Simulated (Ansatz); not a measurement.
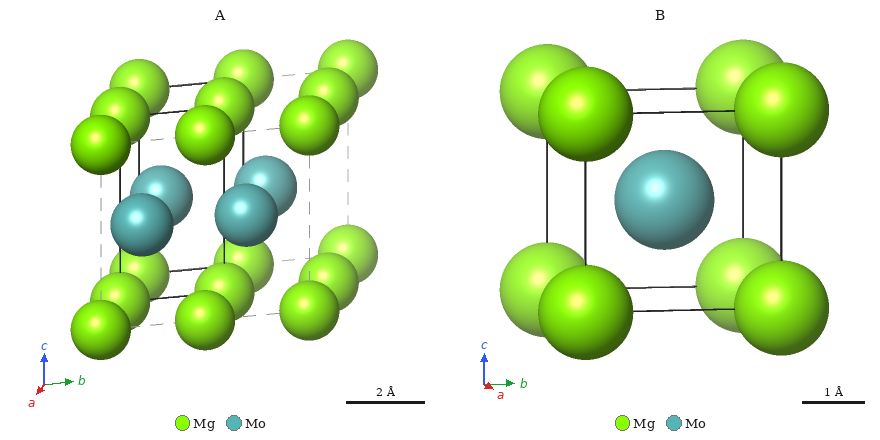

Two structures of MgMo, each relaxed to rest (conventional cells in solid outline, small ones repeated, not to one scale). Method: DFT PBE, scalar-relativistic, plane waves, PAW in Ansatz, without spin polarisation.

> State the structure in each panel.

A: 2 atoms a cell on a primitive hexagonal lattice, P-6m2. B: caesium chloride (CsCl, B2) type, Pm-3m.

> Which structure is more stable?

A is lower, by 414 meV/atom at this level of theory (energies at zero smearing). Volumes: A 17.3, B 17.0 Å³/atom.

One or both may be structure types tried for this composition rather than known phases.
